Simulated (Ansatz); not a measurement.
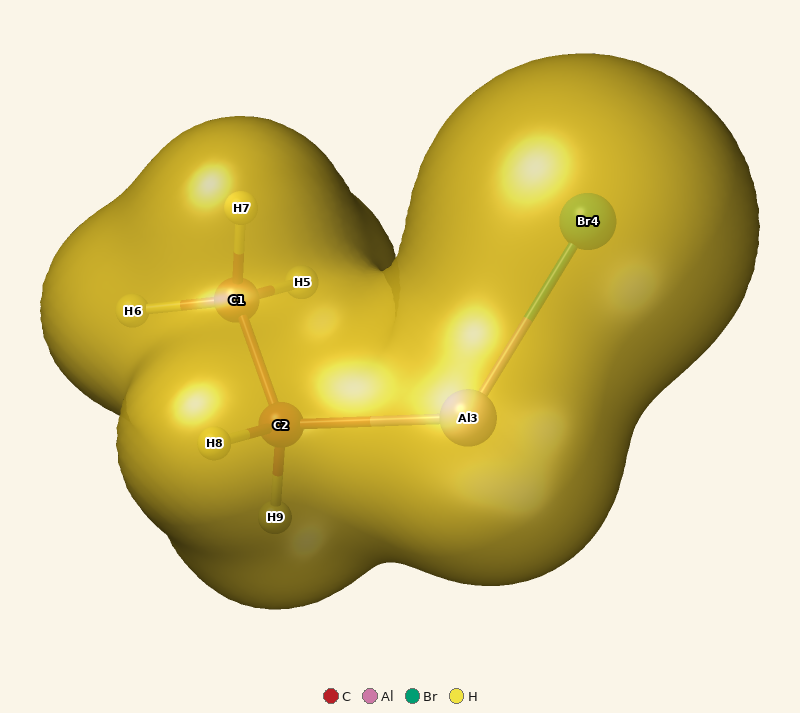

Figure. C2H5AlBr (SMILES C[CH2][Al][Br]) (doublet). Isosurface of the electron density at 0.05 e/Å³ (yellow), seen at a tilt.

Geometry: PBE0-D4/def2-TZVP.

Theory: Ansatz 0.2.0, UKS PBE0-D4/def2-TZVPP.

```yaml
atoms:
  - { symbol: C, position_ang: [-0.5094, 0.7909, 0.1586] }
  - { symbol: C, position_ang: [0.3622, -0.3461, 0.6812] }
  - { symbol: Al, position_ang: [0.9644, -1.6495, -0.6834] }
  - { symbol: Br, position_ang: [0.3725, -1.2277, -2.8557] }
  - { symbol: H, position_ang: [-1.4279, 0.4189, -0.3005] }
  - { symbol: H, position_ang: [-0.7976, 1.4734, 0.9645] }
  - { symbol: H, position_ang: [0.0072, 1.3799, -0.6023] }
  - { symbol: H, position_ang: [1.2715, 0.0362, 1.1619] }
  - { symbol: H, position_ang: [-0.1544, -0.9224, 1.4584] }
```

Q: What does this surface tell about the bonding?

A: At this value the surface is in one piece. It bridges the sampled C–C (1.52 Å), C–Al (1.98 Å), Al–Br (2.29 Å) and C–H (1.09 Å) contacts, where the density stays above the isovalue. On the grid the lowest density along these lines, outside the cores, is 1.6 e/Å³ (C–C, 1.52 Å), 0.6 e/Å³ (C–Al, 1.98 Å), 0.42 e/Å³ (Al–Br, 2.29 Å) and 1.9 e/Å³ (C–H, 1.09 Å).
